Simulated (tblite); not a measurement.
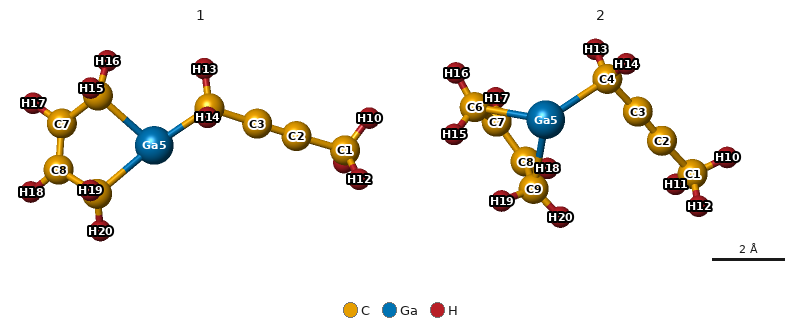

Two geometries of C8H11Ga, drawn at one scale. One is the start of a relaxation, the other its converged end. A ball-and-stick model, seen at a tilt.

These are results of GFN2-xTB geometry optimisation, gas phase in tblite 0.8.0, not measurements. 

Which geometry has the lower energy?

Answer. Structure 2 is the relaxed one. The atom that moves furthest after the best rigid fit is H18 (3.40 Å). By element the largest moves are H 3.40 Å, C 1.92 Å, Ga 1.77 Å. Among the contacts that change: C4–Ga5 1.919 → 2.144 Å, Ga5–C6 2.131 → 2.222 Å, C7–C8 1.287 → 1.371 Å, C8–C9 1.509 → 1.427 Å. Bond angles that change, for instance: C4–Ga5–C9 148.5° → 117.0°, C4–Ga5–C6 101.0° → 120.5°, Ga5–C6–H16 107.9° → 125.3°. Groups turn about C8–C9 by about 20°. Over 167 geometry steps the energy falls by 139.9 kJ/mol. The run took 2.5 s on 1 thread of Arm Neoverse N1, on a shared host.
